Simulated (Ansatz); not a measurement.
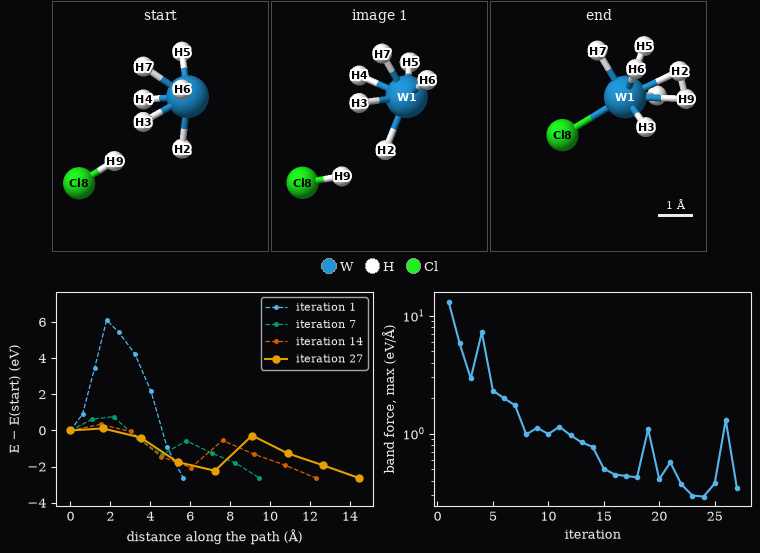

A search for the minimum-energy path of WH7Cl by the nudged elastic band. Images are numbered from 0 (start) to 8 (end). The plot follows the band through its iterations. The picture is a ball-and-stick view, seen from a free direction.

Theory: RKS B3LYP-D4/def2-SVP (Ansatz). Settings: 7 movable images; climbing image; force threshold 0.05 eV/Å; iteration limit 27; starting path through a guess of the saddle point.

Q: How did the profile develop, and is the result final?

A: The result isn't final. The band hadn't converged when the run stopped after 27 iterations. The largest component of the band force went from 13 to 0.35 eV/Å. The barrier read from it is provisional: over the last two iterations the highest image moved from 0.13 eV to 0.11 eV. The first iteration put the highest image at 6.10 eV. The energy climbs by 0.11 eV to image 1 and then falls by 2.74 eV, so the end point sits at −2.62 eV. The profile has 2 maxima (images 1, 5) with a dip at image 4 (−2.23 eV), which on an unconverged band is provisional.
